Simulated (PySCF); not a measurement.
**C$_{6}$H$_{6}$P$_{2}$: density, localisation and related maps**

```xyz
14

C    -3.3900    0.7152    0.2286
C    -2.6841   -0.1984    0.5492
C    -1.8141   -1.2739    0.9390
P     0.0307   -0.9350    0.7387
P    -0.0353    0.7434   -0.3986
C     1.8073    1.0705   -0.6281
C     2.6838    0.2975    0.2082
C     3.4008   -0.3470    0.9198
H    -4.0208    1.5054   -0.0495
H    -1.9758   -1.5236    1.9936
H    -2.0366   -2.1705    0.3494
H     1.9607    2.1396   -0.4430
H     2.0326    0.8826   -1.6842
H     4.0400   -0.9062    1.5348
```

Geometry: GFN2-xTB.

Method: PySCF 2.14.0, CAM-B3LYP/def2-SVPD, SCF density, gas phase.

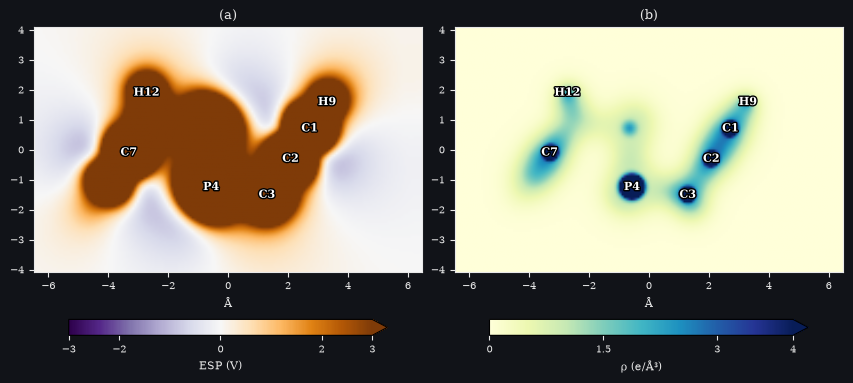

Figure 1. (a) molecular electrostatic potential; (b) total electron density on the plane of atoms C2, C3 and P4.

Question: Interpret the plot.

Answer:
- The plane passes through C, P and H nuclei.
- C–C (1.20 Å): ρ is about 2.7 e/Å³ halfway.
- C–P (1.89 Å): ρ is about 1 e/Å³ halfway.
- C–H (1.05 Å): ρ is about 2.1 e/Å³ halfway.
- Outside the dense part of the molecule the potential is most negative (−0.9 V) near C1.

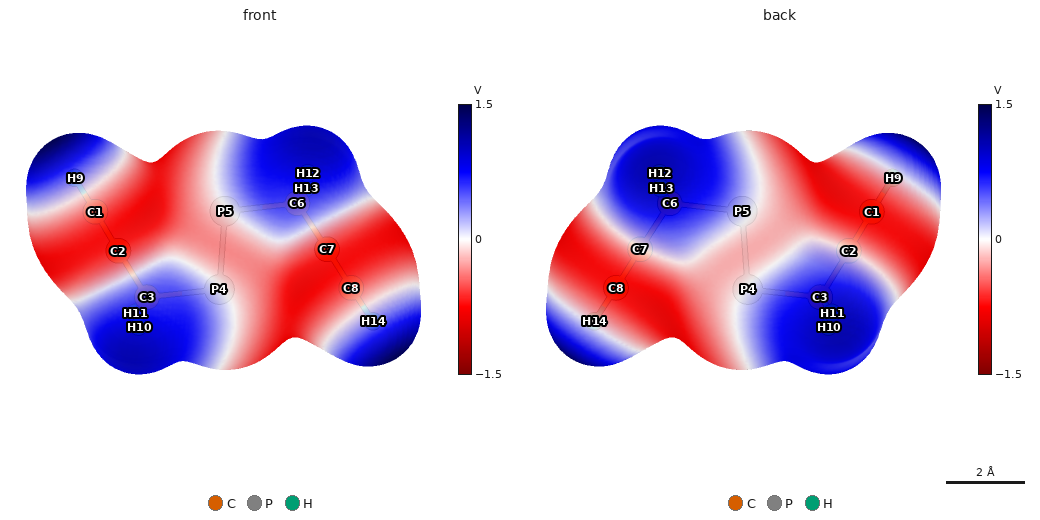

Figure 2. The electrostatic potential painted on the density surface at 0.002 e/bohr³, seen from the front and from behind; the colour scale runs from red (negative) to blue (positive).

Question: Where is the surface potential most negative and most positive?

Answer: The most negative region (about −0.8 V, or −18 kcal/mol for a unit charge) lies over the C and P atoms, the most positive (about +1.4 V, or +32 kcal/mol for a unit charge) over H9 and H14.

Question: How polar is the molecule by this calculation?

Answer: Its dipole moment is 0.17 D.
